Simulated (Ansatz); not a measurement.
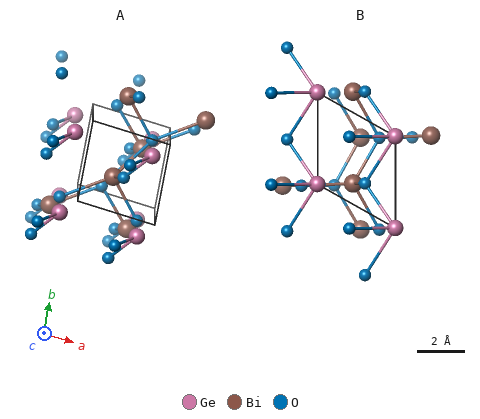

Two geometries of a crystal of GeBi$_{2}$O$_{4}$ (built on the MgIn2Se4-166 type type), drawn at one scale. One is the start of a relaxation, the other its converged end. The picture is a ball-and-stick view of the cell of the calculation, reduced to other axes, seen along the c axis. Lengths and directions refer to the drawn axes.

Computed with DFT, PBEsol, plane waves, PAW (Ansatz 0.2.0). Set-up: plane-wave cutoff 420 eV; k-point mesh 6 × 6 × 6; occupations fermi dirac; smearing width 0.05 eV; no spin polarisation; cell and atoms relaxed; force threshold 0.01 eV/Å; at most 120 steps.

> Which geometry has the lower energy?

Structure A is the relaxed one. Case: shaken. The atom that moves furthest relative to the cell is the Ge atom (0.93 Å along [−1 −1 0]). Largest moves by element: Ge 0.93 Å, O 0.65 Å, Bi 0.60 Å. Cell: a 3.895 → 3.518 Å (−9.7 %), b 3.929 → 3.518 Å (−10.5 %), c 9.731 → 10.250 Å (+5.3 %), α 90.4° → 99.1°, β 100.5° → 98.8°, γ 118.8° → 95.4°. Volume −3.7 %. Near-neighbour distances that change, for instance: Ge–O 2.482 → 1.849 Å, Ge–O 2.444 → 1.849 Å, Ge–O 2.399 → 2.909 Å, Bi–O 2.242 → 2.462 Å. Among the angles between lasting bonds that change: O–Bi–O 120.2° → 155.2°, Bi–O–Bi 120.2° → 155.2°, O–Bi–O 123.2° → 155.2°. The space group (tolerance 0.01 Å) goes from P1 (No. 1) to C2 (No. 5). After 25 accepted moves (31 points after the start) the energy has fallen by 121 meV per atom. Largest force component: 1.2 eV/Å at the start, 0.0053 eV/Å at the end. Pressure: 0.56 GPa at the start and 0.00 GPa at the end. The line search rejected the trial steps at points 6, 18 of the run. At 4 points the geometry stayed and the basis and grid were re-selected for the new cell (energy shift of 7.7 meV per atom at most each time). Cost: 9 min on 4 threads of Arm Neoverse V2, on a shared host, peak memory 0.85 GiB.
